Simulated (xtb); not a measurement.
## Molecular dynamics, with input and output: CH5Cl2GeP

CH5Cl2GeP, computed with GFN2-xTB (xtb 6.7.1).

The run did not end well. The starting geometry was optimised with GFN2-xTB.

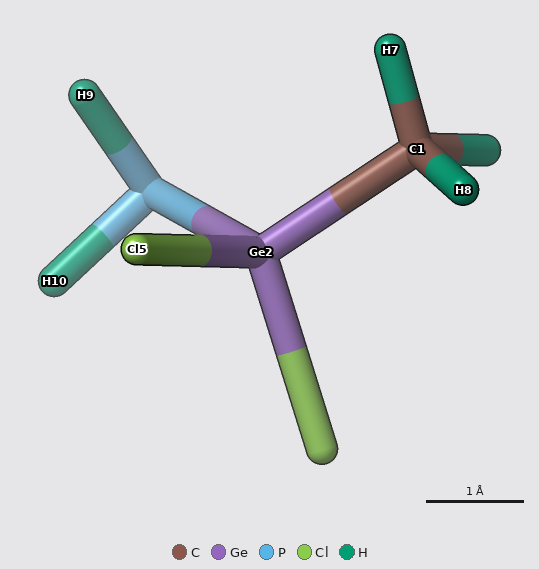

**Figure 1.** The structure as given in the input (stick view, seen at a tilt; atoms are numbered from 1 in the order of the input). Sticks mark near contacts. Bond lengths as drawn: Cl–Ge 2.14 to 2.16 Å, C–Ge 2.01 Å, C–H 1.09 Å, Ge–P 2.36 Å and H–P 1.39 Å.

### The input (start.xyz)
```
10
CH5Cl2GeP
C     -1.636112    -0.349784     0.221298
Ge     0.163080     0.257959    -0.431961
P      2.032356    -0.873240     0.454098
Cl     0.153475     0.048778    -2.564381
Cl     0.262484     2.383019    -0.075630
H     -1.754868    -1.411034     0.028912
H     -1.727418    -0.167564     1.287086
H     -2.415436     0.196570    -0.300719
H      2.016995    -0.070389     1.589607
H      2.905454    -0.014316    -0.208300
```

### File .CHRG
```
0
```

### File .UHF
```
0
```

### File xtb.inp
```
$md
   temp=300
   time=0.2
   step=4
   dump=20
   hmass=1
   shake=0
   nvt=false
$end
```

Hardware: 1 thread of Intel Xeon @ 2.70GHz, 189 GiB of memory available, shared host.

Run as:
```bash
xtb start.xyz --md --input xtb.inp > run.log 2> xtb.err
```

### What the program printed
```
* xtb version 6.7.1
   ID    Z sym.   atoms
    1    6 C      1
    2   32 Ge     2
    3   15 P      3
    4   17 Cl     4, 5
    5    1 H      6-10

           -------------------------------------------------
          |                Calculation Setup                |
           -------------------------------------------------

          program call               : xtb start.xyz --md --input xtb.inp
          coordinate file            : start.xyz
          omp threads                :                     1

           -------------------------------------------------
          |                 G F N 2 - x T B                 |
           -------------------------------------------------

      * Hamiltonian:
        H0-scaling (s, p, d)           1.850000    2.230000    2.230000
        zeta-weighting                 0.500000
      * Dispersion:
        s8                             2.700000
        a1                             0.520000
        a2                             5.000000
        s9                             5.000000
      * Repulsion:
        kExp                           1.500000    1.000000
        rExp                           1.000000
      * Coulomb:
        alpha                          2.000000
        third order                    shell-resolved
        anisotropic                    true
        a3                             3.000000
        a5                             4.000000
        cn-shift                       1.200000
        cn-exp                         4.000000
        max-rad                        5.000000

          ...................................................
          :                      SETUP                      :
          :.................................................:
          :  # basis functions                  49          :
          :  # atomic orbitals                  45          :
          :  # shells                           19          :
          :  # electrons                        32          :
          :  max. iterations                   250          :
          :  Hamiltonian                  GFN2-xTB          :
          :  restarted?                      false          :
          :  GBSA solvation                  false          :
          :  PC potential                    false          :
          :  electronic temp.          300.0000000     K    :
          :  accuracy                    1.0000000          :
          :  -> integral cutoff          0.2500000E+02      :
          :  -> integral neglect         0.1000000E-07      :
          :  -> SCF convergence          0.1000000E-05 Eh   :
          :  -> wf. convergence          0.1000000E-03 e    :
          :  Broyden damping             0.4000000          :
          :  net charge                          0          :
          :  unpaired electrons                  0          :
          ...................................................

 iter      E             dE          RMSdq      gap      omega  full diag
   1    -18.1656232 -0.181656E+02  0.701E+00    4.09       0.0  T
   2    -17.8671537  0.298469E+00  0.813E+00    4.44       1.0  T
   3    -18.4232825 -0.556129E+00  0.314E+00    4.15       1.0  T
   4    -18.4098406  0.134419E-01  0.150E+00    4.16       1.0  T
   5    -18.4262932 -0.164526E-01  0.582E-01    4.13       1.0  T
   6    -18.4273008 -0.100765E-02  0.251E-01    4.13       1.0  T
   7    -18.4277662 -0.465396E-03  0.676E-02    4.12       1.0  T
   8    -18.4277810 -0.147606E-04  0.277E-02    4.12       1.1  T
   9    -18.4277826 -0.164542E-05  0.174E-02    4.12       1.8  T
  10    -18.4277835 -0.833722E-06  0.837E-03    4.12       3.8  T
  11    -18.4277836 -0.110911E-06  0.471E-03    4.12       6.7  T
  12    -18.4277836 -0.531945E-07  0.127E-03    4.12      24.8  T
  13    -18.4277836 -0.344173E-08  0.894E-04    4.12      35.4  T
  14    -18.4277837 -0.400360E-08  0.250E-04    4.12     126.3  T

   *** convergence criteria satisfied after 14 iterations ***

         #    Occupation            Energy/Eh            Energy/eV
      -------------------------------------------------------------
         1        2.0000           -1.0512118             -28.6049
       ...           ...                  ...                  ...
        10        2.0000           -0.4593525             -12.4996
        11        2.0000           -0.4532836             -12.3345
        12        2.0000           -0.4463454             -12.1457
        13        2.0000           -0.4339905             -11.8095
        14        2.0000           -0.4277481             -11.6396
        15        2.0000           -0.4265026             -11.6057
        16        2.0000           -0.4025181             -10.9531 (HOMO)
        17                         -0.2511224              -6.8334 (LUMO)
        18                         -0.2173312              -5.9139
        19                         -0.1374130              -3.7392
        20                         -0.1292851              -3.5180
        21                         -0.1001642              -2.7256
       ...                                ...                  ...
        45                          1.3294614              36.1765
      -------------------------------------------------------------
                  HL-Gap            0.1513957 Eh            4.1197 eV
             Fermi-level           -0.3268203 Eh           -8.8932 eV

 SCC (total)                   0 d,  0 h,  0 min,  0.024 sec
 SCC setup                      ...        0 min,  0.000 sec (  0.780%)
 Dispersion                     ...        0 min,  0.000 sec (  0.321%)
 classical contributions        ...        0 min,  0.000 sec (  0.113%)
 integral evaluation            ...        0 min,  0.003 sec ( 13.837%)
 iterations                     ...        0 min,  0.013 sec ( 56.238%)
 molecular gradient             ...        0 min,  0.007 sec ( 27.269%)
 printout                       ...        0 min,  0.000 sec (  1.332%)

         :::::::::::::::::::::::::::::::::::::::::::::::::::::
         ::                     SUMMARY                     ::
         :::::::::::::::::::::::::::::::::::::::::::::::::::::
         :: total energy             -18.344353042900 Eh    ::
         :: gradient norm              0.000046395961 Eh/a0 ::
         :: HOMO-LUMO gap              4.119686221076 eV    ::
         ::.................................................::
         :: SCC energy               -18.427759205629 Eh    ::
         :: -> isotropic ES            0.000169367943 Eh    ::
         :: -> anisotropic ES         -0.000495812406 Eh    ::
         :: -> anisotropic XC          0.005084624868 Eh    ::
         :: -> dispersion             -0.008914581352 Eh    ::
         :: repulsion energy           0.083406162728 Eh    ::
         :: add. restraining           0.000000000000 Eh    ::
         :: total charge               0.000000000000 e     ::
         :::::::::::::::::::::::::::::::::::::::::::::::::::::

           -------------------------------------------------
          |                Property Printout                |
           -------------------------------------------------

    * Orbital Energies and Occupations

         #    Occupation            Energy/Eh            Energy/eV
      -------------------------------------------------------------
         1        2.0000           -1.0512118             -28.6049
       ...           ...                  ...                  ...
         4        2.0000           -0.6401050             -17.4181
         5        2.0000           -0.5927819             -16.1304
         6        2.0000           -0.4987727             -13.5723
         7        2.0000           -0.4971748             -13.5288
         8        2.0000           -0.4846002             -13.1866
         9        2.0000           -0.4679229             -12.7328
        10        2.0000           -0.4593525             -12.4996
        11        2.0000           -0.4532836             -12.3345
        12        2.0000           -0.4463454             -12.1457
        13        2.0000           -0.4339905             -11.8095
        14        2.0000           -0.4277481             -11.6396
        15        2.0000           -0.4265026             -11.6057
        16        2.0000           -0.4025181             -10.9531 (HOMO)
        17                         -0.2511224              -6.8334 (LUMO)
        18                         -0.2173312              -5.9139
        19                         -0.1374130              -3.7392
        20                         -0.1292851              -3.5180
        21                         -0.1001642              -2.7256
        22                         -0.0478382              -1.3017
        23                         -0.0192257              -0.5232
        24                          0.0008704               0.0237
        25                          0.0113904               0.3099
        26                          0.0222331               0.6050
        27                          0.0233033               0.6341
       ...                                ...                  ...
        45                          1.3294614              36.1765
      -------------------------------------------------------------
                  HL-Gap            0.1513957 Eh            4.1197 eV
             Fermi-level           -0.3268203 Eh           -8.8932 eV

     #   Z          covCN         q      C6AA      α(0)
     1   6 C        3.654    -0.153    23.812     7.006
     2  32 Ge       3.442     0.276   170.588    23.679
     3  15 P        2.889    -0.051   162.626    22.915
     4  17 Cl       0.816    -0.199   105.309    15.699
     5  17 Cl       0.815    -0.201   105.392    15.705
     6   1 H        0.925     0.062     2.179     2.308
     7   1 H        0.925     0.060     2.196     2.317
     8   1 H        0.925     0.068     2.107     2.270
     9   1 H        0.977     0.068     2.098     2.263
    10   1 H        0.977     0.071     2.070     2.248

 Mol. C6AA /au·bohr⁶  :       3400.156268
 Mol. C8AA /au·bohr⁸  :     162429.432690
 Mol. α(0) /au        :         96.409885

Wiberg/Mayer (AO) data.
largest (>0.10) Wiberg bond orders for each atom

 ---------------------------------------------------------------------------
     #   Z sym  total        # sym  WBO       # sym  WBO       # sym  WBO
 ---------------------------------------------------------------------------
     1   6 C    3.991 --     7 H    0.968     6 H    0.967     8 H    0.963
                             2 Ge   0.811     3 P    0.139
     2  32 Ge   3.933 --     4 Cl   1.081     5 Cl   1.059     3 P    0.838
                             1 C    0.811
     3  15 P    3.061 --     9 H    0.954    10 H    0.949     2 Ge   0.838
                             1 C    0.139
     4  17 Cl   1.297 --     2 Ge   1.081
     5  17 Cl   1.290 --     2 Ge   1.059
     6   1 H    0.996 --     1 C    0.967
     7   1 H    0.996 --     1 C    0.968
     8   1 H    0.995 --     1 C    0.963
     9   1 H    0.995 --     3 P    0.954
    10   1 H    0.995 --     3 P    0.949
 ---------------------------------------------------------------------------

Topologies differ in total number of bonds
Writing topology from bond orders to xtbtopo.mol

molecular dipole:
                 x           y           z       tot (Debye)
 q only:        0.142      -0.773       0.947
   full:       -0.116      -0.411       0.839       2.394
molecular quadrupole (traceless):
                xx          xy          yy          xz          yz          zz
 q only:        7.258       0.070      -3.798       0.854       0.191      -3.460
  q+dip:        6.628       1.950      -3.962       0.417       0.060      -2.666
   full:        7.480       2.143      -5.059       0.504      -0.096      -2.421

           -------------------------------------------------
          | TOTAL ENERGY              -18.344353042900 Eh   |
          | GRADIENT NORM               0.000046395961 Eh/α |
          | HOMO-LUMO GAP               4.119686221076 eV   |
           -------------------------------------------------
           -------------------------------------------------
          |               Molecular Dynamics                |
           -------------------------------------------------
 trajectories on xtb.trj or xtb.trj.<n>

 MD time /ps        :    0.20
 dt /fs             :    4.00
 SCC accuracy       :    2.00
 temperature /K     :  300.00
 max steps          :    50
 block length (av.) :  1250
 dumpstep(trj) /fs  :   20.00     5
 dumpstep(coords)/fs: 1000.00   250
 H atoms mass (amu) :     1
 # deg. of freedom  :    30
 SHAKE off
         time (ps)    <Epot>      Ekin   <T>   T     Etot       error
      0    0.00      0.00000   0.0713    0.    0.   -18.27310    0.0000
  -17.633078861479923        48944.812515511803
 MD is unstable, emergency exit
 but still taking it as converged!
 average properties
 Epot               :  -13.596103208603784
 Epot (accurate SCC):                       NaN
 Ekin               :  0.70719226098362298
 Etot               :  -12.888910947620161
 T                  :   14887.590949340311
 normal exit of md()

------------------------------------------------------------------------
------------------------------------------------------------------------
 total:
 *  cpu-time:     0 d,  0 h,  0 min,  0.224 sec
 * ratio c/w:     0.997 speedup
 SCF:
 *  cpu-time:     0 d,  0 h,  0 min,  0.024 sec
 * ratio c/w:     0.995 speedup
 MD:
 *  cpu-time:     0 d,  0 h,  0 min,  0.175 sec
 * ratio c/w:     0.998 speedup
```

### Standard error
```
normal termination of xtb
```

### What the run reported

- outcome: not converged
- trajectory: 1 frames kept
- electrons treated: 32
- potential energy (last step): −18.344353 hartree
- dispersion energy (last step): −0.008915 hartree
- basis functions (last step): 49
- peak memory: 0.074 GiB

### What went wrong

Settings chosen away from the usual ones: method = gfn2-xtb; task = md; geo = {"prev": "A"}; x = {"md_temperature": 300, "md_time": 0.2, "time_step": 4, "md_dump": 20, "hydrogen_mass": 1, "shake": 0, "nvt": "false"}. The run did not converge. Its last values are not results.
